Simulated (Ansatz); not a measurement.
CH₆SSi (SMILES CS[SiH3])

```xyz
9

C    -0.7057    1.0405   -0.9256
S     1.0109    0.4134   -0.6780
Si    1.3648   -0.3858   -2.6488
H    -1.4044    0.2163   -1.1702
H    -0.7415    1.8122   -1.7198
H    -1.0151    1.4993    0.0327
H     2.7605   -0.9379   -2.6284
H     1.2468    0.6844   -3.7039
H     0.3826   -1.4780   -2.9880
```

Computed with RKS revPBE-D4/def2-SVP in Ansatz.

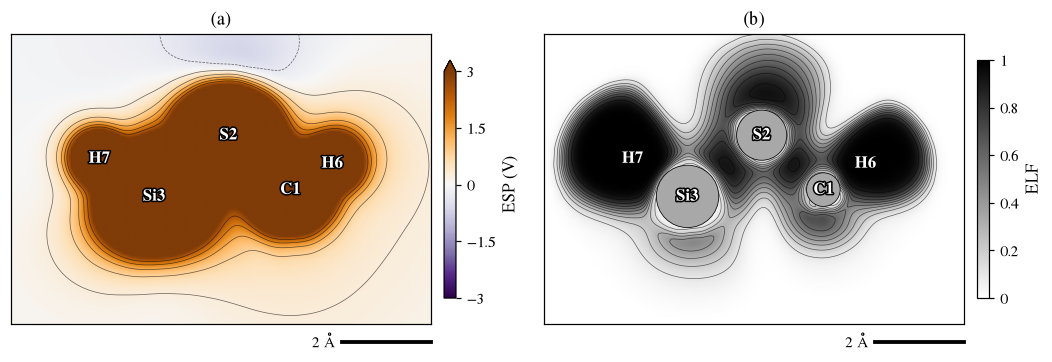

Figure 1. (a) molecular electrostatic potential; (b) electron localisation function on the plane of atoms S2, Si3 and H7. Grey discs cover the atomic cores in the ELF map.

Question: What do the fields say about this system?

Answer:
- Atoms in the plane: C, S, Si and H.
- C–S (1.84 Å): the ELF peaks at about 0.90 between the atoms; a covalent bond.
- Si–S (2.16 Å): the ELF peaks at about 0.90 between the atoms, as expected for localised, covalent bonding.
- C–H (1.11 Å): the ELF climbs to about 1 towards the hydrogen, as it does in any bond to H: a covalent bond by its length.
- Si–H (1.50 Å): the ELF climbs to about 1 towards the hydrogen.
- The ELF also peaks beside S2, away from the bonds: lone-pair regions.
- Outside the dense part of the molecule the potential is most negative (−0.6 V) near S2.

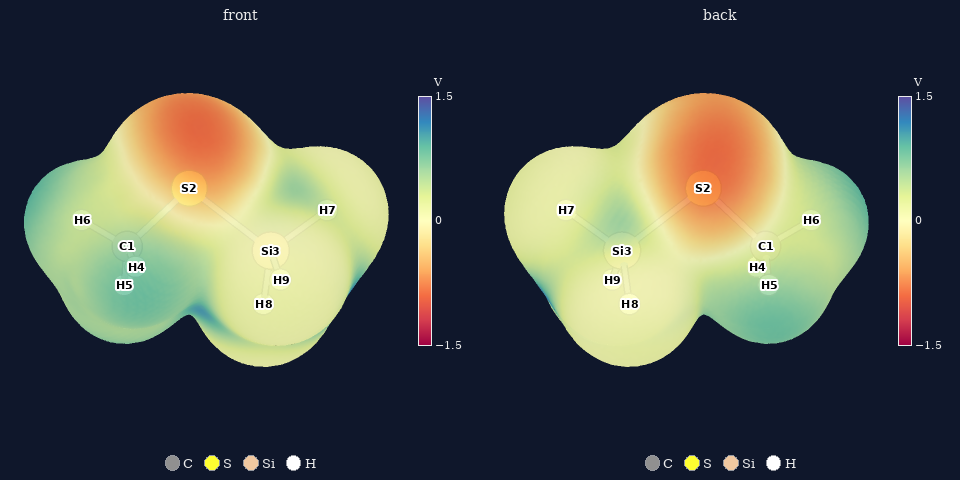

Figure 2. The electrostatic potential painted on the density surface at 0.002 e/bohr³, seen from the front and from behind; red is negative and blue positive.

Question: Describe the electrostatic potential map.

Answer: The most negative region (about −0.9 V) lies over S2, the most positive (about +1.2 V) over Si3.

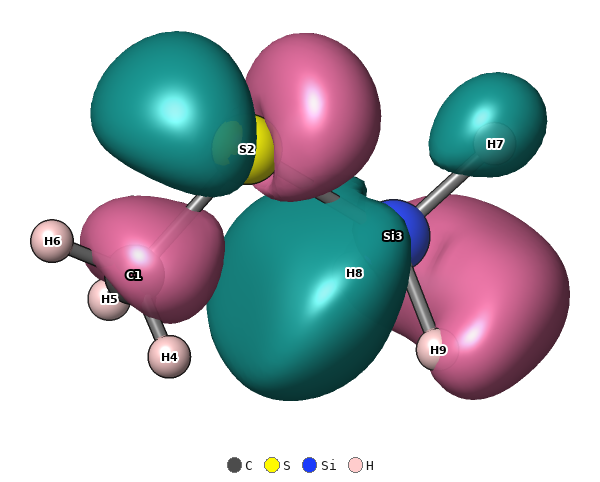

Figure 3. The LUMO at ±0.1 Å⁻³ᐟ² (teal and pink are the two phases), seen at a tilt.

Question: What is the character of this orbital?

Answer: Its weight (Hirshfeld) is mainly on Si3 (about 35 %), S2 (about 30 %) and C1 (about 10 %). Its energy is −0.36 eV.
